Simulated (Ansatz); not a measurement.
# B2PLYP/MINI (density fitting with def2-universal-jkfit) run of C3H3F3 (SMILES FCC=C(F)F)

What is the vertical ionisation energy of C3H3F3 at B2PLYP/MINI (density fitting with def2-universal-jkfit)? 

The results are computed with Ansatz 0.2.0.

6 further runs of the same task are left out: 3 for a known fault of the program, 1 that didn't finish, 2 set aside as unsound or not needed.

## (1) The system as given

The species is C3H3F3 (9 atoms), meant as a singlet with charge 0. As SMILES, `FCC=C(F)F`. The shape is that of a PBE0-D4/def2-TZVP optimisation. This is a higher conformer, about 10 kJ/mol above the lowest found by a separate search.

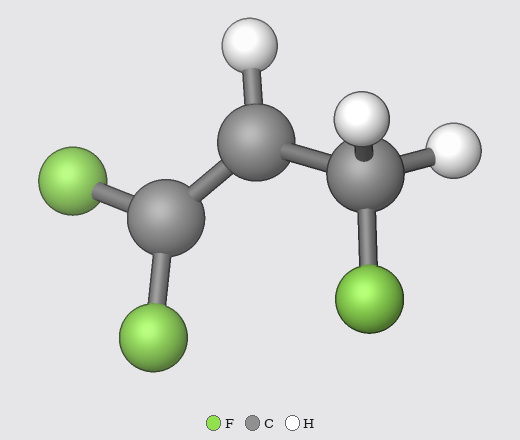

Viewed from a chosen angle; fluorine green, carbon grey, hydrogen white.

## (2) The energy at B2PLYP/MINI (density fitting with def2-universal-jkfit)

molecule.yaml reads:

```yaml
crystal:
  periodic: [false, false, false]
  atoms:
    - {symbol: F, position_ang: [-1.029400, -1.196100, -0.990200]}
    - {symbol: C, position_ang: [-0.829100, -0.794000, 0.307500]}
    - {symbol: C, position_ang: [0.205000, 0.269200, 0.429700]}
    - {symbol: C, position_ang: [0.870800, 0.859000, -0.543000]}
    - {symbol: F, position_ang: [0.761800, 0.632200, -1.826200]}
    - {symbol: F, position_ang: [1.774000, 1.795200, -0.333300]}
    - {symbol: H, position_ang: [-0.532900, -1.673700, 0.891100]}
    - {symbol: H, position_ang: [-1.788300, -0.436600, 0.700800]}
    - {symbol: H, position_ang: [0.442100, 0.602300, 1.432600]}
basis:
  gaussian: {orbitals: MINI.json, fitting: {mean_field: def2-universal-jkfit}}
hamiltonian: {xc: {name: B2PLYP}, pseudopotentials: {relativity: none}}
correlation: {electrons: all}
```

The basis set MINI is read from a file made from the Basis Set Exchange's data (not shown).

Launch:

```sh
$ ansatz run molecule.yaml --threads 1 --pin off --max-ram 2610MiB --events-out events.jsonl --progress --plain --runs-dir runs
```

What it wrote:

```text
Warning: RAYON_NUM_THREADS=1 ignored (pool sized by the plan → 1); use --threads N
Functional definition: B2PLYP
  name "B2PLYP"
  parameter a = 0.53
  parameter c = 0.27
  exchange = (1 - a)*b88_x + a*exact_x
  correlation = (1 - c)*lyp_c + c*(mp2_os + mp2_ss)
510 factors; integrals over basis functions are off by at most 9.9e-4 eV
mean field evaluation 1: about -11208.6126 eV, gradient 2.9e1 eV
mean field evaluation 2: about -11208.6145 eV, gradient 2.9e1 eV
mean field evaluation 4: about -11211.5695 eV, gradient 1.4e0 eV
mean field evaluation 8: about -11211.5780 eV, gradient 3.6e-2 eV
mean field evaluation 16: about -11211.5780 eV, gradient 1.4e-6 eV
mean field -11211.57799871 eV, -412.0178919721 hartree, gradient 1.4e-6 eV, S^2 0.000000; 0 other end points of the search recorded, 0 dependent functions left out
reference -11211.57811628 eV, -412.0178962928 hartree; 24, 24 occupied and 9, 9 virtual orbitals, 510 factors
second order -6.85174811 eV of doubles, -0.00000000 eV of singles
Total energy: -11213.42808827 eV, -412.0858815094 hartree
```

It took 1.7 s on 1 thread of Arm Neoverse V1, shared host; peak memory 0.09 GiB.

## (3) The doublet cation, same level

molecule.yaml, as its differences from that of step 2:

```diff
@@ -14,2 +14,4 @@
   gaussian: {orbitals: MINI.json, fitting: {mean_field: def2-universal-jkfit}}
+total_charge: 1
+magnetization: {spin_polarized: true, initial_magnetization: 1}
 hamiltonian: {xc: {name: B2PLYP}, pseudopotentials: {relativity: none}}
```

The basis set MINI is read from a file made from the Basis Set Exchange's data (not shown).

Launch:

```sh
$ ansatz run molecule.yaml --threads 1 --pin off --max-ram 2610MiB --events-out events.jsonl --progress --plain --runs-dir runs
```

What it wrote:

```text
Warning: RAYON_NUM_THREADS=1 ignored (pool sized by the plan → 1); use --threads N
Functional definition: B2PLYP
  name "B2PLYP"
  parameter a = 0.53
  parameter c = 0.27
  exchange = (1 - a)*b88_x + a*exact_x
  correlation = (1 - c)*lyp_c + c*(mp2_os + mp2_ss)
510 factors; integrals over basis functions are off by at most 9.9e-4 eV
mean field evaluation 1: about -11195.2497 eV, gradient 2.5e1 eV
mean field evaluation 2: about -11195.2513 eV, gradient 2.5e1 eV
mean field evaluation 4: about -11199.7485 eV, gradient 4.5e0 eV
mean field evaluation 8: about -11199.9018 eV, gradient 1.4e-1 eV
mean field evaluation 16: about -11199.9027 eV, gradient 1.7e-4 eV
mean field -11199.90273700 eV, -411.5888340179 hartree, gradient 1.6e-6 eV, S^2 0.753135; 0 other end points of the search recorded, 0 dependent functions left out
reference -11199.90284615 eV, -411.5888380292 hartree; 24, 23 occupied and 9, 10 virtual orbitals, 510 factors
second order -7.52225114 eV of doubles, -0.00000000 eV of singles
Total energy: -11201.93385396 eV, -411.6634761894 hartree
```

Run time: 2.4 s. Hardware: 1 thread of Arm Neoverse V1, shared host; peak memory 0.12 GiB.

## (4) Summary of results

At B2PLYP/MINI (density fitting with def2-universal-jkfit):

```
                                          quantity          value
                      singlet C3H3F3: total energy  -412.08588 Eh
                      doublet cation: total energy  -411.66348 Eh
                              doublet cation: ⟨S²⟩          0.753
vertical ionisation energy (to the doublet cation)      11.494 eV
```

**Reading.** Removing an electron at fixed nuclei costs 11.49 eV (265 kcal/mol). In a minimal basis such a difference can be off by several eV, whatever the method.
